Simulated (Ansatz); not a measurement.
BAs (zinc blende), scan of one atom of the cell

Relaxed BAs (zinc blende):

```
BAs
1.0
    0.00000     2.39195     2.39195
    2.39195     0.00000     2.39195
    2.39195     2.39195     0.00000
As B
1 1
Direct
  0.75000   0.75000   0.75000
  0.00000   0.00000   0.00000
```

Scan: atom 2 (B, nearest neighbour As at 2.071 Å; its periodic images, 3.4 Å or more away, move with it) is displaced along Cartesian x, direction (1.000, 0.000, 0.000) in Cartesian axes, by s. The other atoms stay.

Level of theory: r2SCAN (plane waves to 500 eV, PAW, scalar-relativistic; Ansatz, a quantum-chemistry and plane-wave program). k mesh 10×10×10 (Γ-centred), Fermi-Dirac smearing 0.05 eV. Energies are smeared free energies. Compression counts positive. As the smearing reaches across the gap at some points, energies and forces of such displacements shift with the k mesh and the smearing. BAs was relaxed with its symmetry unable to fall. The zero of ΔE is the undisplaced structure.

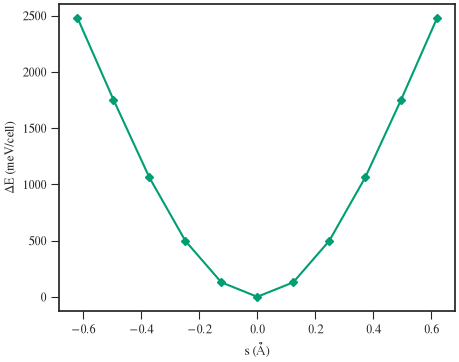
*ΔE (meV/cell) against s (Å); computed points joined by lines.*

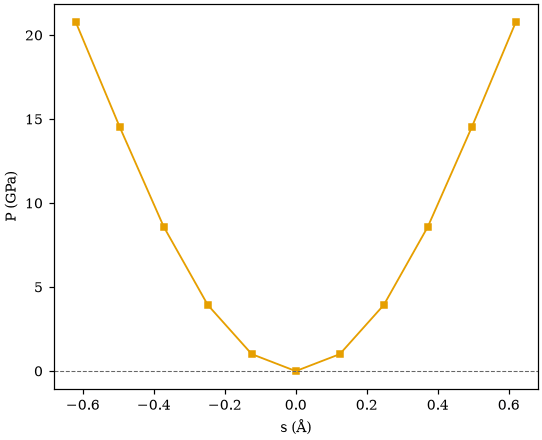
*P (GPa) against s (Å); computed points joined by lines.*

The force along the line at s = -0.620 Å is 5.75 eV/Å and the energy at s = 0.620 Å is 2481 meV/cell. The force constant k = d²E/ds² at s = 0 (finite differences) is 17.0 eV/Å². Symmetry of the curve: even: the same for both signs. Shape of the curve: a single well with its minimum at or next to zero displacement.

With its periodic images moving along, the atom's site symmetry in this cell is -43m.

(For displaced atoms, the force is minus the slope of the energy, and its curvature is a force constant, which sets phonon frequencies.)
